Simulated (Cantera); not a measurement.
Feed: 1 mol Fe, 1.4 mol O2, a varied amount of H2, at 1225 °C and 9.00 bar.

Cantera equilibrium calculation (NASA polynomials, part measured and part estimated; ideal gas, pure solids and liquids). Candidate condensed phases: Fe, FeO, Fe(OH)2, Fe(OH)3, Fe2O3, Fe3O4, H2O; 12 gas species. Mutual solubility and eutectic melting of coexisting phases are not modelled. The tables' stoichiometric FeO is somewhat more stable than real wüstite, so its field is too wide. FeO: taken at fixed stoichiometry. The numbers say what is thermodynamically allowed, not how fast it happens.

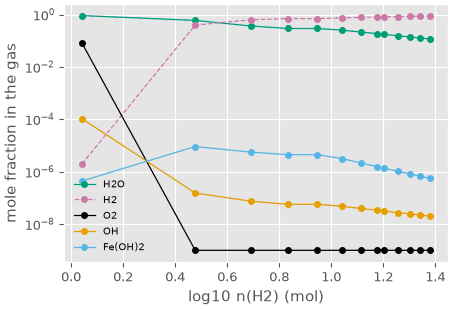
Figure. Equilibrium gas composition (values under 1e-9 drawn at 1e-9)

At 1.1 mol H2 the condensed part is Fe2O3(s). From 3 mol H2 to 4.9 mol H2 the condensed part is FeO(s). From 6.8 mol H2 to 8.8 mol H2 the condensed part is Fe(γ) + FeO(s). From 11 mol H2 to 24 mol H2 the condensed part is Fe(γ). The main Fe-bearing gas is Fe(OH)2 throughout.
